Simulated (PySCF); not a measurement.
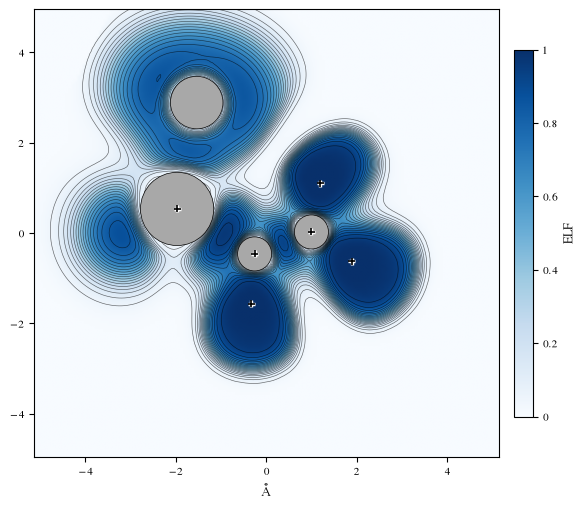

The electron localisation function on a plane through atoms (crosses mark nuclei in the plane; grey discs cover the cores).

Computed with DFT single point, gas phase, functional PBE0 (PySCF).

Candidates:
A. C3H6F2 (SMILES CC(C)(F)F)
B. C2H4AlBr (SMILES C=[CH][AlH-][Br]) (charge −1, doublet)
C. C3H3NO (SMILES N#CCC=O)

> Which candidate gave the map?

Candidate B: C2H4AlBr on the plane of atoms C2, C1 and H6, which holds C, Al and H. C–C (1.35 Å): the ELF peaks at about 0.90 between the atoms, as expected for a covalent bond. C–Al (1.99 Å): the ELF peaks at about 0.95 between the atoms (a polar covalent bond).
